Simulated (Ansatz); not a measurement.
# C2H3ClFGa (SMILES F[C]1(Cl)[CH2][GaH]1): what the fields show

```tsv
atom	x (Å)	y (Å)	z (Å)
F	1.1252	0.1951	1.7156
C	0.6382	-0.1668	0.5076
Cl	1.9831	-0.7139	-0.5506
C	-0.2193	0.8438	-0.2380
Ga	-0.9465	-0.9835	-0.2845
H	-0.8162	1.4209	0.4744
H	0.2256	1.4717	-1.0072
H	-1.8980	-2.1245	-0.6730
```

Geometry: PBE0-D4/def2-TZVP.

The calculation used Ansatz 0.2.0, RKS PBE0-D4/def2-TZVPP.

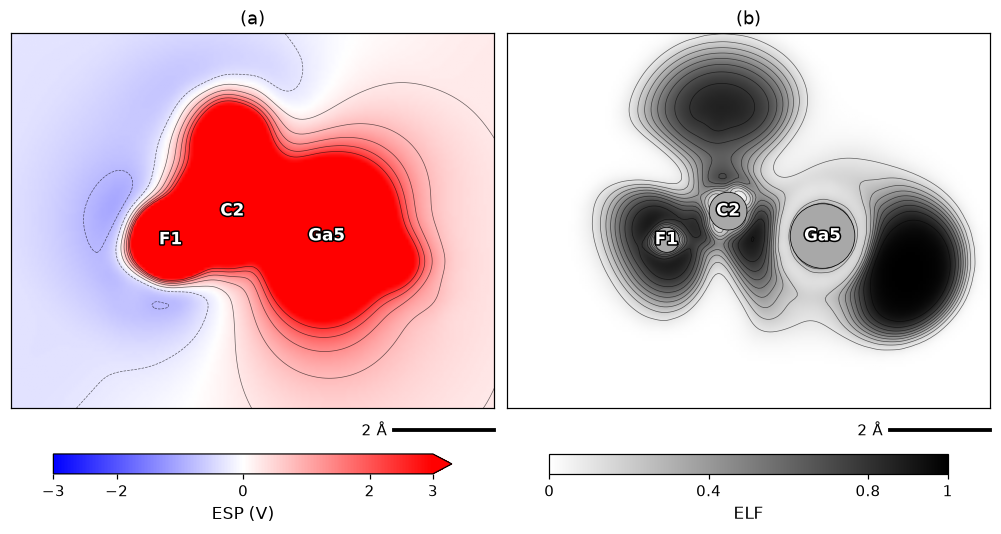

Figure 1. (a) electrostatic potential; (b) electron localisation function on the plane of atoms F1, C2 and Ga5. Grey discs cover the atomic cores in the ELF map.

Q: Interpret the plot.

A: The plane passes through F, C and Ga nuclei.
C–F (1.35 Å): the ELF peaks at about 0.85 between the atoms: a shared but strongly polarised pair.
C–Ga (1.95 Å): the ELF peaks at about 0.80 in the valence shell of C, 0.7 Å from its nucleus, and is about 0.35 at the midpoint.
The ELF also peaks beside F1 and Cl3, away from the bonds: lone-pair regions.
Outside the dense part of the molecule the potential is most negative (−1.0 V) near F1.

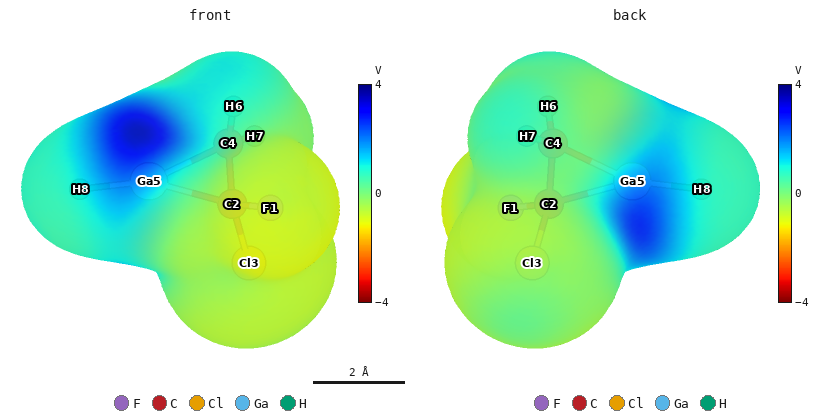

Figure 2. The electrostatic potential painted on the density surface at 0.002 e/bohr³, seen from the front and from behind; the colour scale runs from red (negative) to blue (positive).

Q: Where is the surface potential most negative and most positive?

A: The most negative region (about −1.0 V, or −23 kcal/mol for a unit charge) lies over F1, the most positive (about +3.3 V, or +76 kcal/mol for a unit charge) over Ga5. Cl3 shows a σ-hole: about +0.3 V at the tip opposite its bond, against about −0.3 V, or −7 kcal/mol for a unit charge on its flanks.

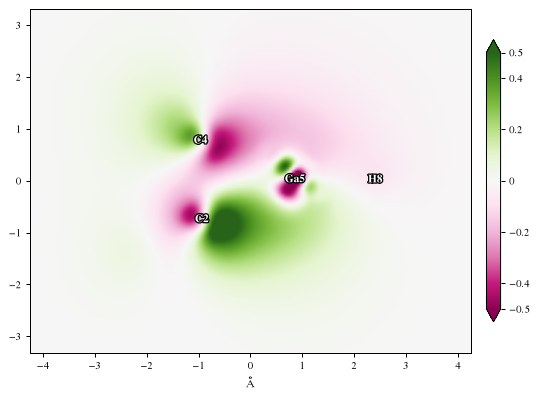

Figure 3. The HOMO on the plane of atoms C2, Ga5 and H8 (values in Å⁻³ᐟ²; the overall sign is arbitrary).

Q: Where does this orbital lie, and at what energy?

A: By Hirshfeld shares it lies mainly on Ga5 (about 30 %), C2 (about 25 %), C4 (about 15 %), Cl3 (about 15 %) and F1 (about 10 %). Its energy is −6.36 eV.

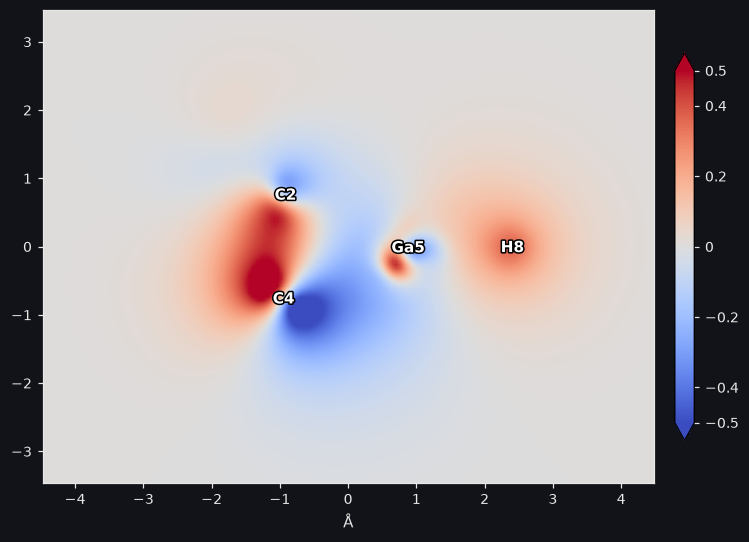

Figure 4. The HOMO−1 on the plane of atoms C2, Ga5 and C4 (values in Å⁻³ᐟ²; the overall sign is arbitrary).

Q: Where does this orbital lie, and at what energy?

A: Its weight (Hirshfeld) is mainly on C4 (about 35 %), Cl3 (about 20 %), Ga5 (about 15 %), C2 (about 10 %), F1 (about 10 %) and H8 (about 5 %). Its energy is −8.05 eV.
